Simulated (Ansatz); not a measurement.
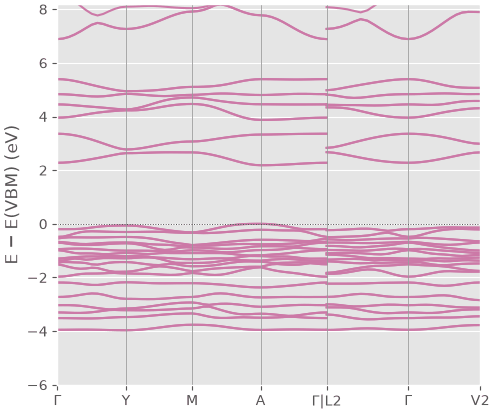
Band structure from plane-wave PAW r²SCAN+D4 with spin–orbit coupling (Ansatz code)

Question: Read off the gap and where the band edges lie.

Answer: About 2.2 eV (2.18 eV by a search for the band edges); maximum at A, minimum at A.

The material is BiBr₃ in space group C2/m (No. 12; Bi on 4g, Br on 8j, Br on 4i).

The first step of the workflow began from a Materials Project structure, measured or hypothetical; the Crystallography Open Database files this formula in space group No. 12, but the cells were not matched. Its standing as an ambient phase is unchecked. The r²SCAN+D4 relaxation kept the symmetry of its start; whether a distortion lowers the energy is not shown.

Potentials: the later of the program's two PAW sets.
